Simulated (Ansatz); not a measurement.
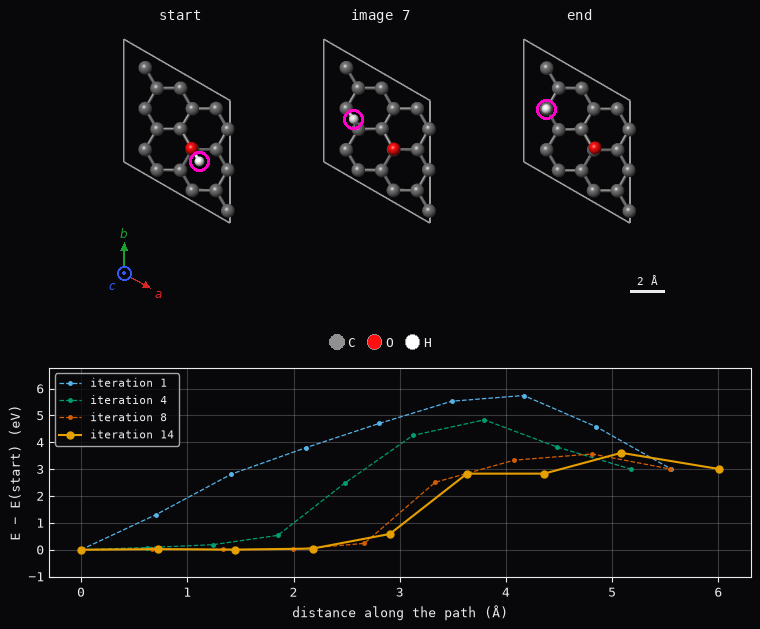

A search for the minimum-energy path of OH on graphene monolayer (20 atoms in the cell) by the nudged elastic band. Images are numbered from 0 (start) to 8 (end). The plot follows the band through its iterations. Style: ball-and-stick. Shown: the simulation cell, with the vacuum cut short (origin moved), along the c axis. The moving atom is ringed, with any periodic copies. Bonds to atoms that aren't drawn are left out.

All numbers below come from DFT PBEsol, scalar-relativistic, plane waves, PAW in Ansatz. Set-up: plane-wave cutoff 420 eV; k-point mesh 2 × 2 × 1; Gaussian smearing 0.02 eV; spin collinear; 7 movable images; climbing image; force threshold 0.03 eV/Å; iteration limit 14; spring constant 10.0 eV/Å²; starting path by image-dependent pair potential.

How did the profile develop, and is the result final?

Answer. The result isn't final. The band hadn't converged when the run stopped after 14 iterations. The barrier read from it is provisional: over the last two iterations the highest image moved from 3.51 eV to 3.61 eV. The first iteration put the highest image at 5.74 eV. The highest point, image 7, lies 3.61 eV above the start and 0.60 eV above the end; the end is at +3.00 eV relative to the start.

Limits of the set-up: the periodic images lie only 7.4 Å apart, so the values are limited by the cell's size.

The run took 18 min on 2 threads of AMD EPYC (Zen 3) (shared host), peak memory 1.7 GiB.

PAW datasets: the set soft_1.
